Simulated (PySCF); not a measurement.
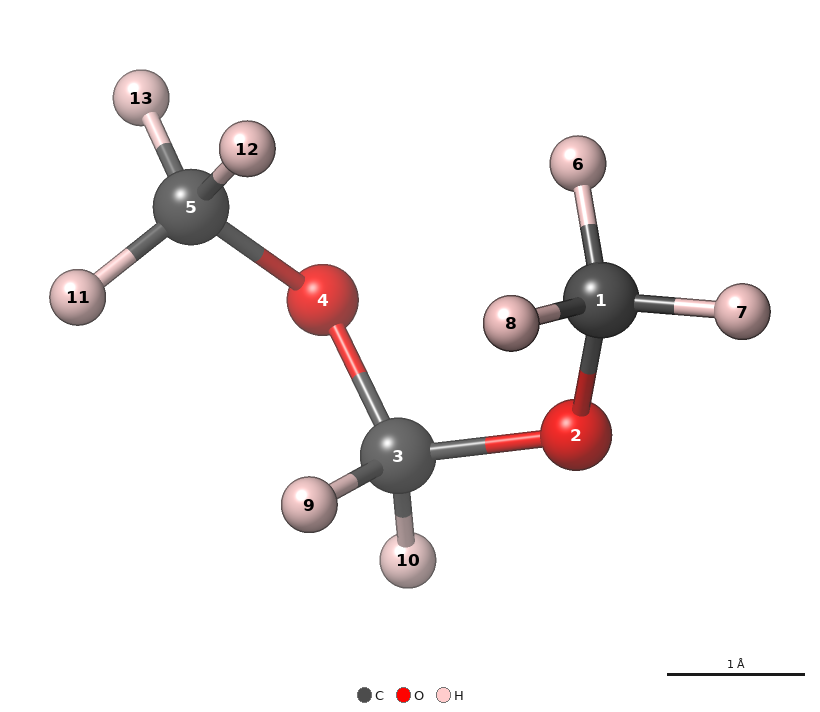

Orthographic view. Distant atoms are faded towards the background colour. Geometry: a distorted geometry made from a computed GFN2-xTB structure, not a minimum.

Write the connection table.

C1: O2, H6, H7, H8
O2: C1, C3
C3: O2, O4, H9, H10
O4: C3, C5
C5: O4, H11, H12, H13
(terminal hydrogens appear only as neighbours)
